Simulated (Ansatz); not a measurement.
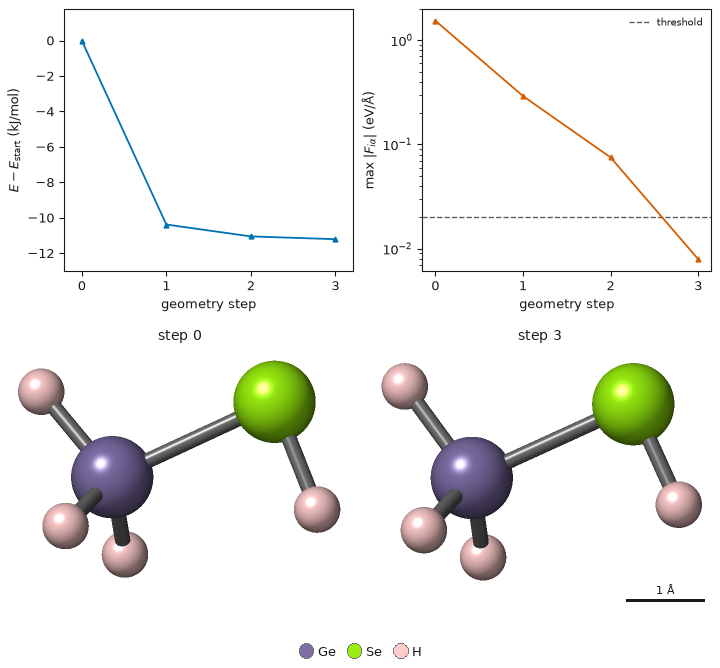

First and last geometry of a relaxation of GeH₄Se, with the history of the run. Style: ball-and-stick. Shown at a tilt.

The run prepares an end point of a later path (hydrogen shift) calculation, from a guessed geometry.

The calculation used RKS PBE0-D4/def2-SVP (Ansatz 0.2.0). Settings: no spin polarisation; force threshold 0.02 eV/Å; at most 50 steps.

**Did the run converge, and what did it change?**

It converged. Over 3 geometry steps the energy falls by 11.2 kJ/mol. The largest force component goes from 1.5 to 0.008 eV/Å. The largest move after the best rigid fit is that of an H atom, 0.083 Å. By element the largest moves are H 0.083 Å, Ge 0.043 Å, Se 0.035 Å. Some distances before and after: H–Se 1.539 → 1.471 Å, Ge–H 1.471 → 1.538 Å, Ge–H 1.568 → 1.538 Å, Ge–H 1.524 → 1.536 Å. Among the angles between lasting bonds that change: H–Ge–H 105.8° → 110.4°, Ge–Se–H 89.6° → 93.0°, Se–Ge–H 107.8° → 104.8°. Cost: 8.7 s on 2 threads of Arm Neoverse V1 (shared host), peak memory 0.18 GiB.

```
step  E − E(0), kJ/mol  largest force component, eV/Å
   0              0.00                         1.5418
   1            -10.38                         0.2920
   2            -11.05                         0.0752
   3            -11.21                         0.0080
```
